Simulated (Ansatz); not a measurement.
Response to strain in Mg

Start from Mg in the hcp (Mg type) structure (space group P6_3/mmc, No. 194; a = 3.175 Å, c = 5.163 Å; relaxed with 0.1 eV smearing). Axes: x lies along a and z along c of the hexagonal cell.

Strains are applied to the cell and any free atomic positions relax.

All numbers come from Ansatz (an electronic-structure program), PBEsol, PAW, cutoff 420 eV, without spin-orbit coupling.

Notes on the quantities. pressure: mean of the normal stresses, compression positive.

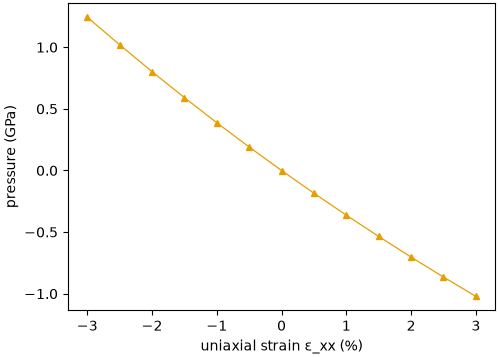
Fig. 1. Pressure against uniaxial strain ε_xx

**Question.** From the plot, what is the pressure for uniaxial strain ε_xx = +0.50 %?

**Answer.** About -0.2 GPa.

**Question.** Is the trend monotonic over the range shown?

**Answer.** Yes, it falls throughout, spanning -1.0 GPa to 1.2 GPa.

Whether these cells are dynamically stable was not tested.
